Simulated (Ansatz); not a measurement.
## Ligand exchange: SiH2(CH3)(NH2) + In(CH3)2(NH2) → SiH2(NH2)2 + In(CH3)3

Species: SiH2(CH3)(NH2), singlet; In(CH3)2(NH2), singlet; SiH2(NH2)2, singlet; In(CH3)3, singlet. The partners trade CH3 for NH2: Si–CH3 and In–NH2 bonds give way to Si–NH2 and In–CH3.

Shapes, held fixed at every level: PBE0-D4/def2-TZVP. Flexible molecules stand in one conformer, not always the lowest. Programs: Ansatz 0.2.0. Electronic energies: no zero-point or thermal term.

```json
{"level": "HF/def2-SVP", "kind": "Hartree–Fock", "ΔE (kJ/mol)": "-21.7", "less CCSD(T)/def2-TZVPP": "-1.8"}
{"level": "HF/def2-TZVPP", "kind": "Hartree–Fock", "ΔE (kJ/mol)": "-24.4", "less CCSD(T)/def2-TZVPP": "-4.5"}
{"level": "SPW92/def2-TZVPP", "kind": "LDA", "ΔE (kJ/mol)": "-16.8", "less CCSD(T)/def2-TZVPP": "+3.1"}
{"level": "B3LYP-D4/def2-TZVPP", "kind": "global hybrid", "ΔE (kJ/mol)": "-18.7", "less CCSD(T)/def2-TZVPP": "+1.2"}
{"level": "PBE0-D4/def2-TZVPP", "kind": "global hybrid", "ΔE (kJ/mol)": "-18.8", "less CCSD(T)/def2-TZVPP": "+1.1"}
{"level": "r2SCAN0-D4/def2-TZVPP", "kind": "global hybrid", "ΔE (kJ/mol)": "-20.9", "less CCSD(T)/def2-TZVPP": "-1.0"}
{"level": "MP2/def2-TZVPP", "kind": "perturbation theory", "ΔE (kJ/mol)": "-21.2", "less CCSD(T)/def2-TZVPP": "-1.3"}
{"level": "CCSD(T)/def2-TZVPP", "kind": "coupled cluster or CI", "ΔE (kJ/mol)": "-19.9", "less CCSD(T)/def2-TZVPP": "0.0"}
```

The highest level, CCSD(T)/def2-TZVPP, gives ΔE = -19.9 kJ/mol; the levels span -24.4 to -16.8. The column of differences is taken from that level and isn't an error. No measured value is set beside it here. For atoms past krypton def2 sets carry core potentials with scalar relativity. Outer-core shells of In are correlated, in sets that cover them unevenly.

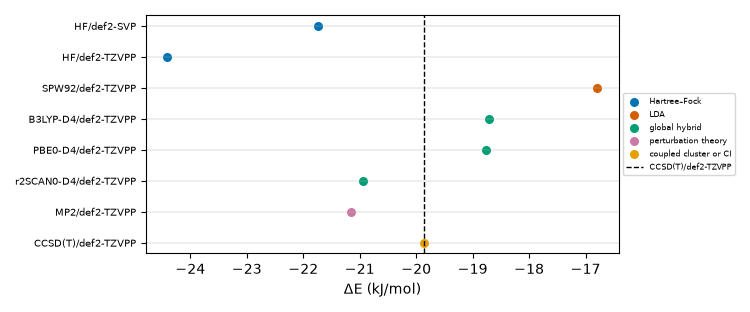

The values of the table, level by level.
